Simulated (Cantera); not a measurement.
Charge: 1 mol B2H6, 0.61 mol N2, equilibrated at 0.0133 bar.

These are equilibrium values from Cantera (NASA tables, ideal gas, pure condensed phases), not measurements of a reactor. Candidate condensed phases: B, BN; 15 gas species. The feed counts by its element totals alone. N2 is the only nitrogen source here; it is nearly inert below about 1500 K, so the nitride shown seldom forms there in practice. Mutual solubility and eutectic melting of coexisting phases are not modelled. The tables' values for BH2 are old estimates; treat these amounts as uncertain. Equilibrium is a limit: real reactors are often held back by kinetics, nucleation or transport.

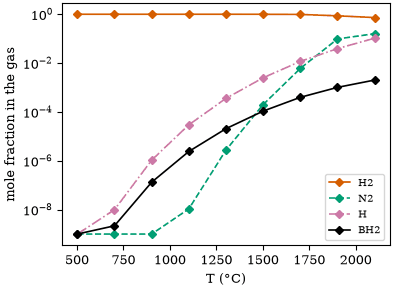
Figure. Equilibrium gas composition (values under 1e-9 drawn at 1e-9)

Q: Read off the mole fractions at 1302 °C.

A: H2 about 1.00, H about 0.00036, BH2 about 2.1e-5, N2 about 2.7e-6.
